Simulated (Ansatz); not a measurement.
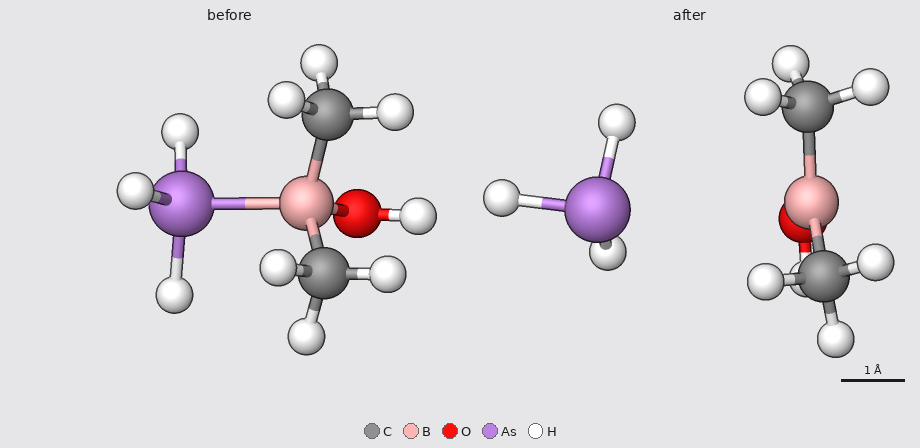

The structure of C₂H₁₀AsBO (coarse preliminary run) before (left) and after (right) a relaxation, at one scale.

The picture is a ball-and-stick view, seen at a tilt.

The start comes from a force field.

These are results of RKS PBE-D4/def2-SVP (Ansatz 0.2.0), not measurements. (force threshold 0.03 eV/Å; at most 200 steps)

Q: Describe what moved and what it gained.

A: The atom that moves furthest after the best rigid fit is an H atom (2.13 Å). Largest moves by element: H 2.13 Å, B 0.78 Å, As 0.71 Å, C 0.69 Å, O 0.28 Å. Among the contacts that change: As–B 2.062 → 3.498 Å, As–C 3.014 → 4.189 Å, As–C 2.972 → 3.929 Å, As–O 2.856 → 3.309 Å. Bonds break, among them: As–B (2.06 → 3.50 Å). Bond angles that change, for instance: H–As–H 118.1° → 91.9°, H–As–H 117.0° → 91.5°, H–As–H 114.0° → 91.7°. After 30 accepted moves (31 points after the start) the energy has fallen by 2.188 eV. The largest force component goes from 3.4 to 0.027 eV/Å. The line search rejected the trial step at point 28 of the run.
